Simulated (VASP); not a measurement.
## Sr: Sr into a neighbouring Sr vacancy

Wanted: the minimum-energy path in Sr for this move: Sr into a neighbouring Sr vacancy.

Calculated with VASP 6.6.1; PBEsol; plane waves and PAW (Sr_sv).

## (1) The host crystal

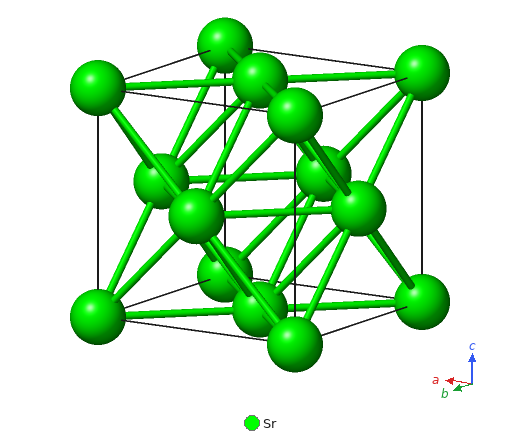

The cell as given, from a free direction (strontium green). This picture shows the conventional cell, with its axes. Some periodic images of atoms are drawn too.

Structure file:

```cif
data_structure
_symmetry_space_group_name_H-M 'P 1'
_symmetry_Int_Tables_number 1
_cell_length_a 4.2992
_cell_length_b 4.2992
_cell_length_c 4.2992
_cell_angle_alpha 60.000
_cell_angle_beta 60.000
_cell_angle_gamma 60.000
_cell_volume 56.19
loop_
_atom_site_label
_atom_site_type_symbol
_atom_site_fract_x
_atom_site_fract_y
_atom_site_fract_z
_atom_site_occupancy
Sr1 Sr 0.00000 0.00000 0.00000 1
```

## (2) Relax the host

First cell and atoms are relaxed at a raised cutoff, so that later runs start from this functional's own cell.

The input, INCAR:

```
SYSTEM = Sr
PREC = Accurate
ENCUT = 350
EDIFF = 1E-06
NELM = 120
ISMEAR = 1
SIGMA = 0.15
LREAL = .FALSE.
ALGO = Normal
GGA = PS
NBANDS = 11
LORBIT = 11
LWAVE = .FALSE.
LCHARG = .FALSE.
KPAR = 6
IBRION = 2
NSW = 40
ISIF = 3
EDIFFG = -0.02
POTIM = 0.4
```

The input, POSCAR:

```
Sr
1.0
    0.0000000000      3.0400000000      3.0400000000
    3.0400000000      0.0000000000      3.0400000000
    3.0400000000      3.0400000000      0.0000000000
Sr
1
Direct
    0.0000000000      0.0000000000      0.0000000000
```

The input, KPOINTS:

```
Automatic mesh
0
Gamma
9 9 9
0 0 0
```

PAW data sets: Sr_sv (PBE family, release 64).

Command:

```bash
mpirun -np 6 vasp_std
```

What it wrote:

```text
[banner, memory and clock lines left out]
running    6 mpi-ranks, on    1 nodes
 distrk:  each k-point on    1 cores,    6 groups
 distr:  one band on    1 cores,    1 groups

 POSCAR found type information on POSCAR Sr
 POSCAR found :  1 types and       1 ions
|                                                                             |
|           W    W    AA    RRRRR   N    N  II  N    N   GGGG   !!!           |
|           W    W   A  A   R    R  NN   N  II  NN   N  G    G  !!!           |
|           W    W  A    A  R    R  N N  N  II  N N  N  G       !!!           |
|           W WW W  AAAAAA  RRRRR   N  N N  II  N  N N  G  GGG   !            |
|           WW  WW  A    A  R   R   N   NN  II  N   NN  G    G                |
|           W    W  A    A  R    R  N    N  II  N    N   GGGG   !!!           |
|                                                                             |
|     For optimal performance we recommend to set                             |
|       NCORE = 2 up to number-of-cores-per-socket                            |
|     NCORE specifies how many cores store one orbital (NPAR=cpu/NCORE).      |
|     This setting can greatly improve the performance of VASP for DFT.       |
|     The default, NCORE=1 might be grossly inefficient on modern             |
|     multi-core architectures or massively parallel machines. Do your        |
|     Unfortunately you need to use the default for GW and RPA                |
|     calculations (for HF NCORE is supported but not extensively tested      |
|     yet).                                                                   |
|                                                                             |

|                                                                             |
|               ----> ADVICE to this user running VASP <----                  |
|                                                                             |
|     You enforced a specific xc type in the INCAR file but a different       |
|     [... a line on the potential file left out ...]
|     I HOPE YOU KNOW WHAT YOU ARE DOING!                                     |
|                                                                             |

 LDA part: xc-table for (Slater+PW92), standard interpolation
 POSCAR, INCAR and KPOINTS ok, starting setup
 FFT: planning ... GRIDC
 FFT: planning ... GRID_SOFT
 FFT: planning ... GRID
 WAVECAR not read
 entering main loop
       N       E                     dE             d eps       ncg     rms          rms(c)
DAV:   1     0.260617403610E+02    0.26062E+02   -0.40197E+03   786   0.587E+02
DAV:   2    -0.674984770862E+00   -0.26737E+02   -0.26294E+02   917   0.126E+02
DAV:   3    -0.178026563614E+01   -0.11053E+01   -0.10941E+01  1107   0.194E+01
DAV:   4    -0.182618552493E+01   -0.45920E-01   -0.45859E-01   971   0.390E+00
DAV:   5    -0.182804809146E+01   -0.18626E-02   -0.18623E-02  1112   0.523E-01    0.115E+01
DAV:   6    -0.182597473399E+01    0.20734E-02   -0.60006E-03   909   0.835E-01    0.648E+00
DAV:   7    -0.182474590416E+01    0.12288E-02   -0.10954E-02  1160   0.105E+00    0.250E-01
DAV:   8    -0.182469429140E+01    0.51613E-04   -0.53889E-04  1034   0.147E-01    0.545E-02
DAV:   9    -0.182471953595E+01   -0.25245E-04   -0.79676E-05  1148   0.436E-02    0.210E-02
DAV:  10    -0.182472581752E+01   -0.62816E-05   -0.48538E-06   948   0.172E-02    0.162E-02
DAV:  11    -0.182472513203E+01    0.68548E-06   -0.44107E-07   541   0.543E-03
   1 F= -.18247251E+01 E0= -.18246103E+01  d E =-.182473E+01
 curvature:   0.00 expect dE= 0.000E+00 dE for cont linesearch  0.000E+00
 trial: gam= 0.00000 g(F)=  0.310E-62 g(S)=  0.109E-01 ort = 0.000E+00 (trialstep = 0.100E+01)
 search vector abs. value=  0.109E-01
 bond charge predicted
       N       E                     dE             d eps       ncg     rms          rms(c)
DAV:   1    -0.191157428223E+01   -0.86848E-01   -0.19844E+00   935   0.100E+01    0.197E+00
DAV:   2    -0.185440508715E+01    0.57169E-01   -0.20829E-01   898   0.342E+00    0.902E-01
DAV:   3    -0.182938592199E+01    0.25019E-01   -0.11115E-01  1183   0.184E+00    0.752E-01
DAV:   4    -0.183181263024E+01   -0.24267E-02   -0.21660E-03   918   0.359E-01    0.303E-01
DAV:   5    -0.183324975608E+01   -0.14371E-02   -0.45810E-03  1169   0.354E-01    0.113E-01
DAV:   6    -0.183340132563E+01   -0.15157E-03   -0.30357E-04  1378   0.109E-01    0.247E-02
DAV:   7    -0.183339608245E+01    0.52432E-05   -0.38615E-05  1392   0.325E-02    0.157E-02
DAV:   8    -0.183339464041E+01    0.14420E-05   -0.12022E-06   634   0.928E-03    0.664E-03
DAV:   9    -0.183339369611E+01    0.94431E-06   -0.14019E-06   708   0.661E-03
   2 F= -.18333937E+01 E0= -.18336325E+01  d E =-.866856E-02
[...]
3 F= -.18372617E+01 E0= -.18378344E+01  d E =-.125366E-01
 curvature:  -1.11 expect dE=-0.893E-04 dE for cont linesearch -0.893E-04
 ZBRENT: extrapolating
 opt :   2.2348  next Energy=    -1.837349 (dE=-0.126E-01)
 bond charge predicted
       N       E                     dE             d eps       ncg     rms          rms(c)
DAV:   1    -0.184014601105E+01   -0.28836E-02   -0.70544E-02   929   0.189E+00    0.408E-01
DAV:   2    -0.183808281366E+01    0.20632E-02   -0.74388E-03   890   0.652E-01    0.174E-01
DAV:   3    -0.183717657457E+01    0.90624E-03   -0.34380E-03  1194   0.323E-01    0.149E-01
DAV:   4    -0.183728148741E+01   -0.10491E-03   -0.46222E-05   917   0.522E-02    0.686E-02
DAV:   5    -0.183734012735E+01   -0.58640E-04   -0.29097E-04  1018   0.831E-02    0.133E-02
DAV:   6    -0.183734289531E+01   -0.27680E-05   -0.79667E-06   844   0.197E-02    0.390E-03
DAV:   7    -0.183734282578E+01    0.69526E-07   -0.20993E-07   511   0.364E-03
   4 F= -.18373428E+01 E0= -.18379640E+01  d E =-.126177E-01
 curvature:  -1.08 expect dE=-0.939E-06 dE for cont linesearch -0.939E-06
 trial: gam= 0.00000 g(F)=  0.638E-62 g(S)=  0.868E-06 ort =-0.973E-04 (trialstep = 0.125E+01)
 search vector abs. value=  0.868E-06
 reached required accuracy - stopping structural energy minimisation
```

Wall time 6.4 s (6 MPI ranks of Intel Xeon 6975P-C (Granite Rapids), shared host); peak memory 0.93 GiB; 35 s of CPU time.

Lines that name or quote the potential files are left out of all logs, and their timing lines are given in words.

OUTCAR, selected parts (step 2):

```text
ion  position               nearest neighbor table
   1  0.000  0.000  0.000-

  LATTYP: Found a face centered cubic cell.
 ALAT       =     6.0800000000

 Subroutine GETGRP returns: Found 48 space group operations
 (whereof 48 operations were pure point group operations)

The static configuration has the point symmetry O_h .

 Found     35 irreducible k-points:

   k-points           NKPTS =     35   k-points in BZ     NKDIM =     35   number of bands    NBANDS=     11

   dimension x,y,z NGX =    28 NGY =   28 NGZ =   28
   dimension x,y,z NGXF=    56 NGYF=   56 NGZF=   56

   ENCUT  =  350.0 eV  25.72 Ry    5.07 a.u.   6.56  6.56  6.56*2*pi/ulx,y,z

   NELECT =      10.0000    total number of electrons

 k-points in reciprocal lattice and weights: Automatic mesh
   0.00000000  0.00000000  0.00000000       0.001
   0.11111111  0.00000000  0.00000000       0.011
   0.22222222  0.00000000  0.00000000       0.011
   0.33333333  0.00000000  0.00000000       0.011
   0.44444444  0.00000000  0.00000000       0.011
   0.11111111  0.11111111  0.00000000       0.008
   0.22222222  0.11111111  0.00000000       0.033
   0.33333333  0.11111111  0.00000000       0.033
   0.44444444  0.11111111  0.00000000       0.033
[...]
-0.33333333  0.44444444  0.11111111       0.033
  -0.33333333  0.44444444  0.22222222       0.033

 average (electrostatic) potential at core
       1 -40.4739

 E-fermi :   1.7109

 k-point     1 :       0.0000    0.0000    0.0000
  band No.  band energies     occupation
      1     -34.7233      2.00000
      2     -16.6114      2.00000
      3     -16.6114      2.00000
      4     -16.6114      2.00000
      5      -2.0525      2.00000
      6       4.0938     -0.00000
      7       4.0938     -0.00000
      8       4.0938     -0.00000
      9       5.6667      0.00000
     10       5.6667      0.00000
    ...

 k-point     2 :       0.1111    0.0000    0.0000
  band No.  band energies     occupation
      1     -34.7211      2.00000
      2     -16.6410      2.00000
      3     -16.6153      2.00000
      4     -16.6153      2.00000
      5      -1.8425      2.00000
      6       3.7829     -0.00000
      7       4.1883     -0.00000
      8       4.1883     -0.00000
      9       5.5437      0.00000
     10       5.5437      0.00000
    ...

 k-point     3 :       0.2222    0.0000    0.0000
  band No.  band energies     occupation
      1     -34.7156      2.00000
      2     -16.7148      2.00000
      3     -16.6252      2.00000
      4     -16.6252      2.00000
      5      -1.2531      2.00000
      6       3.1436     -0.00000
      7       4.2789     -0.00000
      8       4.2789     -0.00000
      9       5.5257      0.00000
     10       5.5257      0.00000
    ...

  Total        0.0027378      0.0027378      0.0027378      0.0000000     -0.0000000      0.0000000
  in kB        0.0846104      0.0846104      0.0846104      0.0000000     -0.0000000      0.0000000
  external PRESSURE =       0.0846104 kB  Pullay stress =       0.0000000 kB

  energy-cutoff  :      350.00
  volume of cell :       51.84
      direct lattice vectors                 reciprocal lattice vectors
    -0.000000000  2.959509174  2.959509174    -0.168946934  0.168946934  0.168946934
     2.959509174  0.000000000  2.959509174     0.168946934 -0.168946934  0.168946934
     2.959509174  2.959509174  0.000000000     0.168946934  0.168946934 -0.168946934

 POSITION                                       TOTAL-FORCE (eV/Angst)
 -----------------------------------------------------------------------------------
      2.95951      0.00000      2.95951         0.000000     -0.000000      0.000000
 -----------------------------------------------------------------------------------
    total drift:                                0.000000     -0.000000      0.000000

  FREE ENERGIE OF THE ION-ELECTRON SYSTEM (eV)
  ---------------------------------------------------
  free  energy   TOTEN  =        -1.8373428258 eV

  energy  without entropy=       -1.8392062528  energy(sigma->0) =       -1.83796397

 reached required accuracy - stopping structural energy minimisation

 total charge
# of ion       s       p       d       tot
------------------------------------------
    1        2.067   5.678   0.145   7.890

[... 3 further parts left out ...]
```

CONTCAR:

```
Sr
   1.00000000000000
    -0.0000000000000000    2.9595091740227097    2.9595091740227097
     2.9595091740227097    0.0000000000000000    2.9595091740227097
     2.9595091740227097    2.9595091740227097    0.0000000000000000
  Sr
     1
Direct
     0.0000000000000000    1.0000000000000000    0.0000000000000000
```

The PAW data sets were made with PBE, which is usual practice but a small mismatch for other functionals. The run keeps the 48 symmetry operations of its start, so it cannot find a distortion of lower symmetry.

Relaxation path:

```
step  energy less that of the first step (eV)  largest force (eV/Å)  pressure (GPa)  volume (Å³)
   1                                   0.0000                0.0000           -0.88        56.19
   2                                  -0.0087                0.0000           -0.52        54.22
   3                                  -0.0125                0.0000           -0.08        52.20
   4                                  -0.0126                0.0000            0.01        51.84
```

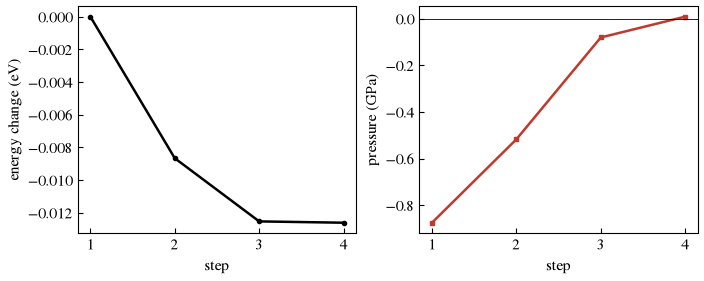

Energy and pressure along the relaxation.

```
conventional cell, symmetrised  before  after  change
                         a (Å)   6.080  5.919  -2.6 %
                         b (Å)   6.080  5.919  -2.6 %
                         c (Å)   6.080  5.919  -2.6 %
              volume (Å³/atom)   56.19  51.84  -7.7 %
```

Final coordinates:

```cif
data_structure
_symmetry_space_group_name_H-M 'P 1'
_symmetry_Int_Tables_number 1
_cell_length_a 4.1854
_cell_length_b 4.1854
_cell_length_c 4.1854
_cell_angle_alpha 60.000
_cell_angle_beta 60.000
_cell_angle_gamma 60.000
_cell_volume 51.84
loop_
_atom_site_label
_atom_site_type_symbol
_atom_site_fract_x
_atom_site_fract_y
_atom_site_fract_z
_atom_site_occupancy
Sr1 Sr 0.00000 0.00000 0.00000 1
```

Numbers from this step:

| Property | Result |
| --- | --- |
| electronic cycles | 36 |
| electrons | 10 |
| free energy (TOTEN) | -1.837 eV |
| energy at zero smearing | -1.838 eV |
| Fermi energy | 1.711 eV |

The run ended after 4 ionic steps, 0.013 eV below its first step, once forces and stress met EDIFFG = -0.02.

A spacing of under 0.3 eV between levels on this mesh is not given as a gap, since the run was smeared as a metal.

## (3) Relax the host again, on a new basis

The volume changed by more than 5 %, so the plane waves of the start no longer fit; a second relaxation removes that error.

INCAR, as its differences from that of step 2:

```diff
@@ -16,3 +16,3 @@
 IBRION = 2
-NSW = 40
+NSW = 30
 ISIF = 3
```

The input, POSCAR:

```
Sr
1.0
    0.0000000000      2.9595091740      2.9595091740
    2.9595091740      0.0000000000      2.9595091740
    2.9595091740      2.9595091740      0.0000000000
Sr
1
Direct
    0.0000000000      0.0000000000      0.0000000000
```

The input, KPOINTS:

```
Automatic mesh
0
Gamma
10 10 10
0 0 0
```

Command:

```bash
mpirun -np 6 vasp_std
```

What it wrote:

```text
[banner, memory and clock lines left out]
running    6 mpi-ranks, on    1 nodes
 distrk:  each k-point on    1 cores,    6 groups
 distr:  one band on    1 cores,    1 groups

 POSCAR found type information on POSCAR Sr
 POSCAR found :  1 types and       1 ions
 [... a notice as in an earlier step ...]

 [... a notice as in an earlier step ...]

 LDA part: xc-table for (Slater+PW92), standard interpolation
 POSCAR, INCAR and KPOINTS ok, starting setup
 FFT: planning ... GRIDC
 FFT: planning ... GRID_SOFT
 FFT: planning ... GRID
 WAVECAR not read
 entering main loop
       N       E                     dE             d eps       ncg     rms          rms(c)
DAV:   1     0.262185080762E+02    0.26219E+02   -0.39449E+03  1042   0.586E+02
DAV:   2    -0.791654561178E+00   -0.27010E+02   -0.26627E+02  1233   0.129E+02
DAV:   3    -0.180661540926E+01   -0.10150E+01   -0.10087E+01  1468   0.186E+01
DAV:   4    -0.184431165067E+01   -0.37696E-01   -0.37673E-01  1317   0.375E+00
DAV:   5    -0.184599881545E+01   -0.16872E-02   -0.16871E-02  1488   0.558E-01    0.121E+01
DAV:   6    -0.184210686397E+01    0.38920E-02   -0.56100E-03  1305   0.799E-01    0.685E+00
DAV:   7    -0.183969221664E+01    0.24146E-02   -0.10738E-02  1544   0.102E+00    0.233E-01
DAV:   8    -0.183964663711E+01    0.45580E-04   -0.38057E-04  1396   0.127E-01    0.512E-02
DAV:   9    -0.183966825302E+01   -0.21616E-04   -0.72695E-05  1559   0.420E-02    0.205E-02
DAV:  10    -0.183967292934E+01   -0.46763E-05   -0.44225E-06  1289   0.166E-02    0.144E-02
DAV:  11    -0.183967249015E+01    0.43919E-06   -0.30108E-07   679   0.435E-03
   1 F= -.18396725E+01 E0= -.18390751E+01  d E =-.183967E+01
 curvature:   0.00 expect dE= 0.000E+00 dE for cont linesearch  0.000E+00
 trial: gam= 0.00000 g(F)=  0.147E-65 g(S)=  0.613E-06 ort = 0.000E+00 (trialstep = 0.100E+01)
 search vector abs. value=  0.613E-06
 reached required accuracy - stopping structural energy minimisation
```

The job ended after 2.4 s (6 MPI ranks; peak memory 0.9 GiB; 11 s of CPU time).

OUTCAR, selected parts (step 3):

```text
  LATTYP: Found a face centered cubic cell.
 ALAT       =     5.9190183480

The static configuration has the point symmetry O_h .

 Found     47 irreducible k-points:

   k-points           NKPTS =     47   k-points in BZ     NKDIM =     47   number of bands    NBANDS=     11

   ENCUT  =  350.0 eV  25.72 Ry    5.07 a.u.   6.38  6.38  6.38*2*pi/ulx,y,z

   NELECT =      10.0000    total number of electrons

 E-fermi :   1.7356

 k-point     1 :       0.0000    0.0000    0.0000
  band No.  band energies     occupation
      1     -34.7243      2.00000
      2     -16.6124      2.00000
      3     -16.6124      2.00000
      4     -16.6124      2.00000
      5      -2.0519      2.00000
      6       4.0935     -0.00000
      7       4.0935     -0.00000
      8       4.0935     -0.00000
      9       5.6662      0.00000
     10       5.6662      0.00000
    ...

 k-point     2 :       0.1000    0.0000    0.0000
  band No.  band energies     occupation
      1     -34.7225      2.00000
      2     -16.6366      2.00000
      3     -16.6156      2.00000
      4     -16.6156      2.00000
      5      -1.8815      2.00000
      6       3.8361     -0.00000
      7       4.1723     -0.00000
      8       4.1723     -0.00000
      9       5.5614      0.00000
     10       5.5614      0.00000
    ...

  Total       -0.0023001     -0.0023001     -0.0023001     -0.0000000      0.0000000     -0.0000000
  in kB       -0.0710836     -0.0710836     -0.0710836     -0.0000000      0.0000000     -0.0000000
  external PRESSURE =      -0.0710836 kB  Pullay stress =       0.0000000 kB

  energy-cutoff  :      350.00
  volume of cell :       51.84
      direct lattice vectors                 reciprocal lattice vectors
     0.000000000  2.959509174  2.959509174    -0.168946934  0.168946934  0.168946934
     2.959509174  0.000000000  2.959509174     0.168946934 -0.168946934  0.168946934
     2.959509174  2.959509174  0.000000000     0.168946934  0.168946934 -0.168946934

 POSITION                                       TOTAL-FORCE (eV/Angst)
 -----------------------------------------------------------------------------------
      0.00000      0.00000      0.00000         0.000000      0.000000     -0.000000
 -----------------------------------------------------------------------------------
    total drift:                               -0.000000     -0.000000     -0.000000

  FREE ENERGIE OF THE ION-ELECTRON SYSTEM (eV)
  ---------------------------------------------------
  free  energy   TOTEN  =        -1.8396724901 eV

  energy  without entropy=       -1.8378802339  energy(sigma->0) =       -1.83907507

 total charge
# of ion       s       p       d       tot
------------------------------------------
    1        2.067   5.677   0.145   7.889

[... 4 parts as in an earlier step ...]

[... 6 further parts left out ...]
```

CONTCAR:

```
Sr
   1.00000000000000
     0.0000000000000000    2.9595091739999999    2.9595091739999999
     2.9595091739999999    0.0000000000000000    2.9595091739999999
     2.9595091739999999    2.9595091739999999    0.0000000000000000
  Sr
     1
Direct
     0.0000000000000000    0.0000000000000000    0.0000000000000000
```

The k-mesh is coarse for a metal.

Little changed from the start: no atom moved by 0.005 Å and no cell edge by 0.1 %.

Numbers from this step:

```
electronic cycles       : 11
free energy (TOTEN)     : -1.840 eV
energy at zero smearing : -1.839 eV
Fermi energy            : 1.736 eV
metallic                : yes
```

The start already met the threshold, so nothing moved.

[end of part 1 of 5]

[Lines on the potential files, build, host, timing and source positions are cut from VASP's logs without a mark.]

[Logs are printed without paths, hosts, clocks, repeated set-up lines and the standing remarks that a program may print on its own settings, such as how far it seeks lower states.]

[Hosts, paths, dates, database ids (printed as entryN), source tags and the programs' standing remarks are cut or masked in the printed files.]

[Runs that stopped without an error message from VASP are left out.]
